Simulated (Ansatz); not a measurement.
# Nb(100) with 4 thermally displaced layers, 2x2: scattering by thermal displacements, part 3 of 3

How much do lattice vibrations at 273 K scatter the electrons of Nb? Layers with random displacements are laid between perfect leads, and the resistance is followed against their length.

Ansatz 0.2.0; Ansatz plane-wave DFT, PBE, PAW files; ballistic transport by layer matching (Landauer), zero bias; PAW set soft_1.

So far, open channels per spin nearest the Fermi level: step 2 (with 4 displaced layers) 10.6.

### 4. With 12 displaced layers

System of this step: Nb(100) with 12 thermally displaced layers, 2x2. The cell holds 88 atoms: 88 Nb. Cell: a = 6.613 Å, b = 6.613 Å, c = 36.369 Å, α = 90.0°, β = 90.0°, γ = 90.0°. It derives from Nb. Regions: lead, 40 atoms (40 Nb); scattering region, 48 atoms (48 Nb). The structure is stacked along c, and the current runs across the ab planes.

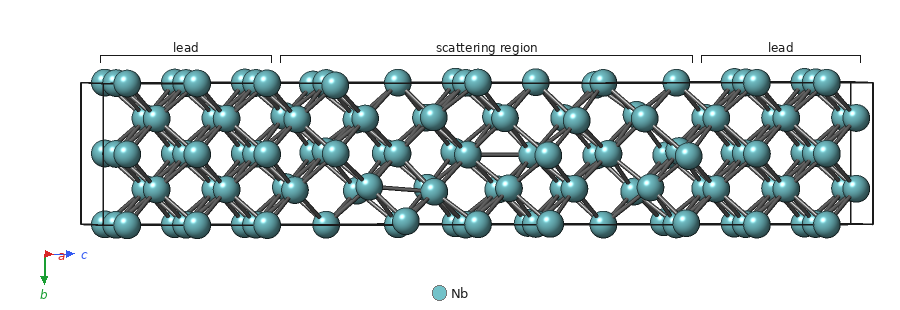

The cell of this step (niobium teal). Some periodic images of atoms are drawn too.

input.yaml

```yaml
crystal:
  lattice:
    - [6.6126, 0.0, 0.0]
    - [0.0, 6.6126, 0.0]
    - [0.0, 0.0, 36.3693]
  atoms:
    - { symbol: Nb, position: [0.0, 0.0, 0.0227272727] }
    - { symbol: Nb, position: [0.0, 0.5, 0.0227272727] }
    - { symbol: Nb, position: [0.5, 0.0, 0.0227272727] }
    - { symbol: Nb, position: [0.5, 0.5, 0.0227272727] }
    - { symbol: Nb, position: [0.25, 0.25, 0.0681818182] }
    - { symbol: Nb, position: [0.25, 0.75, 0.0681818182] }
    - { symbol: Nb, position: [0.75, 0.25, 0.0681818182] }
    - { symbol: Nb, position: [0.75, 0.75, 0.0681818182] }
    - { symbol: Nb, position: [0.0, 0.0, 0.1136363636] }
    - { symbol: Nb, position: [0.0, 0.5, 0.1136363636] }
    - { symbol: Nb, position: [0.5, 0.0, 0.1136363636] }
    - { symbol: Nb, position: [0.5, 0.5, 0.1136363636] }
    - { symbol: Nb, position: [0.25, 0.25, 0.1590909091] }
    - { symbol: Nb, position: [0.25, 0.75, 0.1590909091] }
    - { symbol: Nb, position: [0.75, 0.25, 0.1590909091] }
    - { symbol: Nb, position: [0.75, 0.75, 0.1590909091] }
    - { symbol: Nb, position: [0.0, 0.0, 0.2045454545] }
    - { symbol: Nb, position: [0.0, 0.5, 0.2045454545] }
    - { symbol: Nb, position: [0.5, 0.0, 0.2045454545] }
    - { symbol: Nb, position: [0.5, 0.5, 0.2045454545] }
    - { symbol: Nb, position: [0.2256115661, 0.2351385231, 0.2493629215] }
    - { symbol: Nb, position: [0.2487490888, 0.7365767981, 0.2506890749] }
    - { symbol: Nb, position: [0.7621703239, 0.2552002539, 0.2504706636] }
    - { symbol: Nb, position: [0.7595489503, 0.7546629651, 0.2476053074] }
    - { symbol: Nb, position: [0.997664599, 0.0148880175, 0.2930701211] }
    - { symbol: Nb, position: [0.0007182351, 0.4955137007, 0.2935721138] }
    - { symbol: Nb, position: [0.4883378567, 0.0011646966, 0.2961155892] }
    - { symbol: Nb, position: [0.5035627499, 0.4833282206, 0.2948492798] }
    - { symbol: Nb, position: [0.2539858793, 0.2609159662, 0.3423188186] }
    - { symbol: Nb, position: [0.2595879401, 0.7626491446, 0.3426362158] }
    - { symbol: Nb, position: [0.7406013304, 0.2506691658, 0.3394141926] }
    - { symbol: Nb, position: [0.7225434265, 0.7306206368, 0.3452879321] }
    - { symbol: Nb, position: [0.9871184412, 0.9741502673, 0.38513766] }
    - { symbol: Nb, position: [0.0175277967, 0.4994816721, 0.3872190704] }
    - { symbol: Nb, position: [0.4968834515, 0.9990404332, 0.389018814] }
    - { symbol: Nb, position: [0.5091771752, 0.4990055857, 0.3882326716] }
    - { symbol: Nb, position: [0.2623877782, 0.247473184, 0.4323841275] }
    - { symbol: Nb, position: [0.2529298601, 0.7422950577, 0.4342306829] }
    - { symbol: Nb, position: [0.7480740227, 0.242857994, 0.4283053382] }
    - { symbol: Nb, position: [0.7354108864, 0.7675869617, 0.4294283535] }
    - { symbol: Nb, position: [0.0049524365, 0.9957670875, 0.4783445848] }
    - { symbol: Nb, position: [0.0069440241, 0.4910500319, 0.476660913] }
    - { symbol: Nb, position: [0.5011455001, 0.0013206477, 0.4772129643] }
    - { symbol: Nb, position: [0.4963882693, 0.5072566044, 0.4800336686] }
    - { symbol: Nb, position: [0.2562316075, 0.2414667592, 0.5235572699] }
    - { symbol: Nb, position: [0.250704484, 0.7553222241, 0.5265944771] }
    - { symbol: Nb, position: [0.7475332825, 0.2498673912, 0.5208687025] }
    - { symbol: Nb, position: [0.7466686441, 0.7434381331, 0.5260808783] }
    - { symbol: Nb, position: [0.0035045924, 0.9934062248, 0.5722264178] }
    - { symbol: Nb, position: [0.9846875598, 0.509929685, 0.5703120937] }
    - { symbol: Nb, position: [0.5066171586, 0.9969891157, 0.5679105773] }
    - { symbol: Nb, position: [0.4960402351, 0.5090628334, 0.5632998745] }
    - { symbol: Nb, position: [0.244105769, 0.2517518001, 0.6124181108] }
    - { symbol: Nb, position: [0.2290445701, 0.7472003705, 0.6120533647] }
    - { symbol: Nb, position: [0.7592264691, 0.2661109928, 0.6137818001] }
    - { symbol: Nb, position: [0.727701005, 0.7477380638, 0.6116991852] }
    - { symbol: Nb, position: [0.0078631156, 0.0195012086, 0.6597563072] }
    - { symbol: Nb, position: [0.0234648634, 0.5174616644, 0.6605509911] }
    - { symbol: Nb, position: [0.4900819986, 0.0024083178, 0.6562836688] }
    - { symbol: Nb, position: [0.5132695261, 0.5027524046, 0.6622328695] }
    - { symbol: Nb, position: [0.2548449615, 0.2291980589, 0.7061965987] }
    - { symbol: Nb, position: [0.2623879767, 0.7708588576, 0.7028143823] }
    - { symbol: Nb, position: [0.7410572638, 0.2524431432, 0.7026409794] }
    - { symbol: Nb, position: [0.7357990647, 0.7390173005, 0.7102674845] }
    - { symbol: Nb, position: [0.9942421779, 0.9897271523, 0.7493044809] }
    - { symbol: Nb, position: [0.0012978431, 0.5161099084, 0.7522011999] }
    - { symbol: Nb, position: [0.5102859878, 0.0016967064, 0.7505430794] }
    - { symbol: Nb, position: [0.49381804, 0.4838100685, 0.7544845557] }
    - { symbol: Nb, position: [0.25, 0.25, 0.7954545455] }
    - { symbol: Nb, position: [0.25, 0.75, 0.7954545455] }
    - { symbol: Nb, position: [0.75, 0.25, 0.7954545455] }
    - { symbol: Nb, position: [0.75, 0.75, 0.7954545455] }
    - { symbol: Nb, position: [0.0, 0.0, 0.8409090909] }
    - { symbol: Nb, position: [0.0, 0.5, 0.8409090909] }
    - { symbol: Nb, position: [0.5, 0.0, 0.8409090909] }
    - { symbol: Nb, position: [0.5, 0.5, 0.8409090909] }
    - { symbol: Nb, position: [0.25, 0.25, 0.8863636364] }
    - { symbol: Nb, position: [0.25, 0.75, 0.8863636364] }
    - { symbol: Nb, position: [0.75, 0.25, 0.8863636364] }
    - { symbol: Nb, position: [0.75, 0.75, 0.8863636364] }
    - { symbol: Nb, position: [0.0, 0.0, 0.9318181818] }
    - { symbol: Nb, position: [0.0, 0.5, 0.9318181818] }
    - { symbol: Nb, position: [0.5, 0.0, 0.9318181818] }
    - { symbol: Nb, position: [0.5, 0.5, 0.9318181818] }
    - { symbol: Nb, position: [0.25, 0.25, 0.9772727273] }
    - { symbol: Nb, position: [0.25, 0.75, 0.9772727273] }
    - { symbol: Nb, position: [0.75, 0.25, 0.9772727273] }
    - { symbol: Nb, position: [0.75, 0.75, 0.9772727273] }
kpoints:
  mp_grid: { grid: [4, 4, 1] }
hamiltonian:
  xc: pbe
  pseudopotentials: { kind: paw, azcp: { folder: soft_1 } }
scf:
  occupations: { method: fermi_dirac, width: 0.1 }
output:
  transmission: { leads: [[0, 4]], kmesh: [8, 8], e_range: [-0.05, 0.05], de: 0.05 }
  write_potential: true
  write_density: true
  volumetric_format: npy
```

Launch:

```
$ ansatz run input.yaml --threads 4 --pin off --max-ram 15360MiB --backend cpu --events-out ev --progress --plain --runs-dir out
```

Numbers of over 12 decimals in the logs are rounded to 6 here.

What it wrote:

```text
[...]
Crystal: 88 atoms, lattice volume = 1590.301 Å³
Basis set: ecut = 420 eV, 31009 PW (Γ)
Bands: 687, of which v1, the nominal top of the filled ones, is band 572 counted from 1 (571 counted from 0)
Symmetry: 1 space group operations
[...]
k-points: 10 of 16 (time reversal used)
[...]
SCF iter   1: F=—  HF=-400642.284015 eV  |F-HF|=—  |Δ(HF+E_count)|=         —  Δρ=7.77e-2  dr2=1.37e2  ethr=3.10e-3  ⟨swp⟩=5.7  Hψ=27117  notcnv=0  defer=11
[...]
SCF iter   8: F=-400602.419465 eV  HF=-400602.419465 eV  |F-HF|=1.57e-8  |Δ(HF+E_count)|=   6.89e-8  Δρ=1.27e-6  dr2=3.27e-8  ethr=8.74e-12  ⟨swp⟩=9.3  Hψ=19233  notcnv=0
SCF 1 converged in 8 iterations: F = -400602.419465 eV  dr2 = 3.27e-8
[...]
transmission: 236 of 2346 steps passed
transmission: 472 of 2346 steps passed
[...]
transmission: 2346 of 2346 steps passed
SCF converged after 8 iterations
Free energy (F): -400602.419465 eV
[...]
Internal energy: -400598.327349 eV  (E = F + TS)
E sigma→0 (E₀):  -400600.373407 eV
Entropy (-TS):   -4.092116 eV (-46.501 meV/atom)
Fermi energy:    17.767665 eV
[...]
--- Band table (eV; the first three rows and the last of 10) ---
  k-point 0: bands = [... 568 lower, 18.1742, 18.1938, 18.2060, 18.2129, 18.2245, 18.2500, 18.2565, 18.2675, ... 111 higher]
  k-point 1: bands = [... 568 lower, 17.9748, 18.0107, 18.0448, 18.0520, 18.0718, 18.0919, 18.1047, 18.1146, ... 111 higher]
  k-point 2: bands = [... 568 lower, 17.7164, 17.7235, 17.7375, 17.7448, 17.7628, 17.7682, 17.7817, 17.7865, ... 111 higher]
  k-point 9: bands = [... 568 lower, 17.1154, 17.1284, 17.1414, 17.1582, 17.1680, 17.1764, 17.2039, 17.2073, ... 111 higher]
--- Transmission ---
  basis      : 385 plane waves across, 69 finite elements along
  points     : 34, standing for a mesh of 8 x 8
[...]
channels       : 1.073438e1 a spin
[...]
junction   : crystal 0 to crystal 0, 0.70 to 35.41 Å
    transmission   : 5.463559e0 a spin
[...]
```

It took 30 min on 4 threads of Arm Neoverse V2, shared host; peak memory 8.6 GiB; 1.9 h of CPU time.

Numbers from this step:

```yaml
free_energy: -400602.4195 eV
energy_at_zero_smearing: -400600.3734 eV
fermi_energy: 17.77 eV
transmission_per_spin_nearest_the_fermi_level: 5.464
open_channels_per_spin_nearest_the_fermi_level: 10.73
step_of_the_lead_s_potential: 2 meV
```

Per spin. Table of transmission, zone mean by energy, zero at the Fermi level:

```csv
energy (eV),"transmission, zone mean"
-0.0500,5.60
0.0000,5.46
0.0500,5.43
```

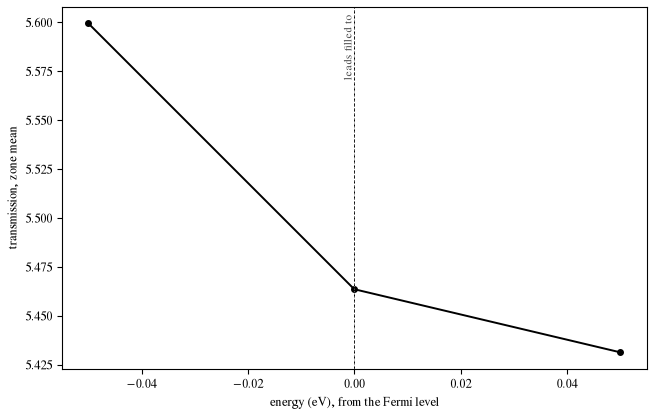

Transmission, zone mean, plotted against energy.

Over the solved energies the transmission per spin lies between 5.43 and 5.60, out of 10.8 channels of the lead on average (up to 11.4).

### 5. The fit

This step: Ansatz plane-wave DFT, PBE, PAW files; ballistic transport by layer matching (Landauer), zero bias; resistivity from the slope of the area resistance; PAW set soft_1 (Ansatz 0.2.0).

Numbers from this step:

```
resistivity           : 27.55 µΩ cm
intercept             : -0.04720 fΩ m²
scatter about the fit : 0.004768 fΩ m²
```

Resistance, by row:

```
run  length (Å)      T  channels N  RA (fΩ m²)
 n4       6.613  8.498       10.73      0.1384
 n8       13.23  6.749       10.73      0.3104
n12       19.84  5.498       10.78      0.5027
```

The area resistance by length of the displaced region:

```
length of the displaced region (Å)  area resistance (fΩ m²)
                              6.61                    0.138
                             13.23                    0.310
                             19.84                    0.503
```

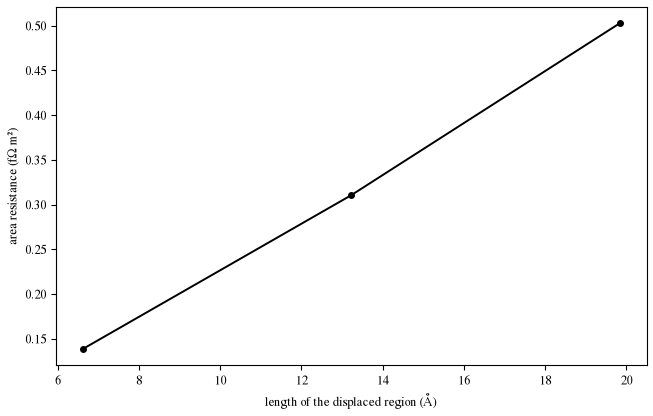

Area resistance against length of the displaced region.

The area resistance goes from 0.14 to 0.50 fΩ m² between 6.6 and 19.8 Å, a slope of 28 µΩ cm.

By hand from the end points: (0.5027 − 0.1384) fΩ m² / (19.84 − 6.61) Å = 28 µΩ cm, since 1 fΩ m² per Å is 1000 µΩ cm.

### 6. Results

```yaml
resistivity_from_the_slope: 27.6 µΩ cm
area_resistance_over_6p61_a: 0.138 fΩ m²
area_resistance_over_13p2_a: 0.310 fΩ m²
area_resistance_over_19p8_a: 0.503 fΩ m²
```

**Reading.** The slope gives 28 µΩ cm. The points scatter by 0.0048 fΩ m² about the line, with one random draw a length in a 2x2 cell, so the slope is a rough value. The mean square of the displacements drawn is 0.78, 0.91 and 1.0 of the nominal one at the three lengths; with each resistance scaled back by that, the slope is 24 µΩ cm, the value used below. Read with a model of isotropic scattering on a spherical Fermi surface and the lead's 1.9×10¹⁵ S/m², this slope means a mean free path near 17 Å; over these lengths the model's slope is 1.03 times its bulk resistivity, which would be 23 µΩ cm. Uncorrelated displacements put too much weight on short waves, which scatter strongly; with the sideways repeat of a small cell, one draw and three short lengths, the method is good to a factor of two or three. The measured value is 15.2 µΩ cm (CRC Handbook of Chemistry and Physics, 84th ed., 2003, Electrical Resistivity of Pure Metals); the scaled slope is 1.6 times that and the corrected value 1.5: clearly high.

[Logs are printed without paths, hosts, clocks, repeated set-up lines and the standing remarks that a program may print on its own settings, such as how far it seeks lower states.]

[Hosts, paths, dates, database ids (printed as entryN), source tags and the programs' standing remarks are cut or masked in the printed files.]
